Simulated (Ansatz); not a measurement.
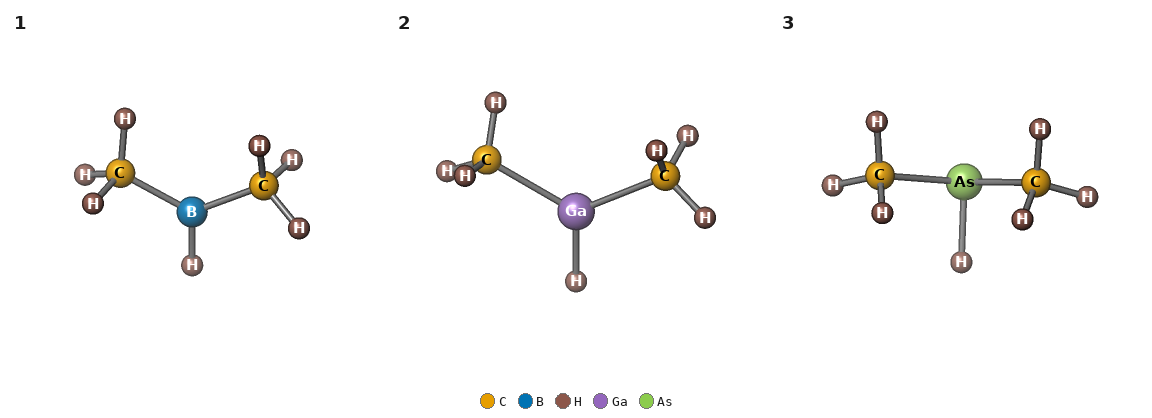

3 molecules with one skeleton, seen from the same side and at one scale. Each species is neutral and a spin singlet. Computed geometries: PBE0-D4/def2-TZVP optimisations, one conformation each. Properties computed with Ansatz 0.2.0.

One atom differs, called X below: B in panel 1, Ga in panel 2, As in panel 3. Their formulas are C2H7B (`CBC`), C2H7Ga (`[CH3][GaH][CH3]`), C2H7As (`C[AsH]C`).

Question: Rank them by the harmonic zero-point energy, lowest first (PBE0-D4/def2-TZVP).

Answer: 2 (Ga), 3 (As), 1 (B).

Question: Rank them by the HOMO–LUMO gap, lowest first (ωB97M-V/def2-QZVPP).

Answer: 2 (Ga), 3 (As), 1 (B).

Give the values. With PBE0-D4/def2-TZVP: mean length of X–C (Å), length of X–H (Å), angle C–X–C (°), dipole moment (D), harmonic zero-point energy (kJ/mol). With ωB97M-V/def2-QZVPP: HOMO energy (Kohn–Sham orbital) (eV), HOMO–LUMO gap (eV).

```
                            quantity   1 (B)  2 (Ga)  3 (As)
              mean length of X–C (Å)   1.558   1.971   1.968
                   length of X–H (Å)   1.204   1.579   1.527
                     angle C–X–C (°)   123.5   120.1    97.5
HOMO energy (Kohn–Sham orbital) (eV)  −10.98   −9.88   −8.98
                  HOMO–LUMO gap (eV)   12.23   10.37   10.65
                   dipole moment (D)    0.44    0.60    1.06
 harmonic zero-point energy (kJ/mol)   221.5   202.8   215.0
```
